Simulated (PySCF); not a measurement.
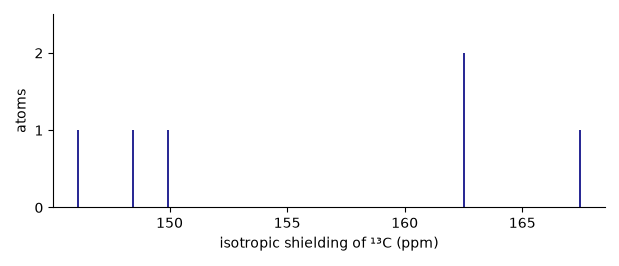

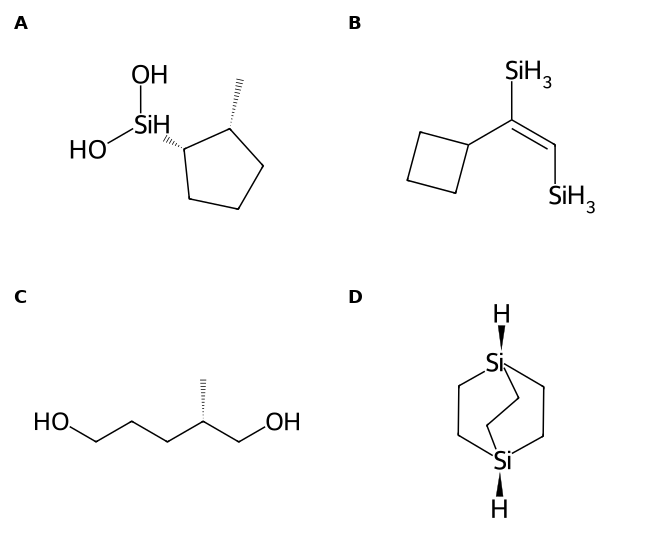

The sticks are computed shieldings of one of the molecules, for one fixed geometry (GFN2-xTB) without averaging over rotations. Low shielding means a high chemical shift. Method: GIAO PBE0/pcSseg-1 NMR shielding, non-relativistic, gas phase (PySCF 2.14.0).

Which molecule gives this pattern?

Answer. A, `C[C@@H]1CCC[C@@H]1[SiH](O)O`. Its 6 C atoms give lines at 146.1, 148.4, 149.9, 162.5 (2 atoms), 167.4 ppm.

The geometry is semi-empirical. Around Si such bond lengths and angles can be off by a tenth of an ångström or more and by several degrees, and values that hang on the shape move with them.
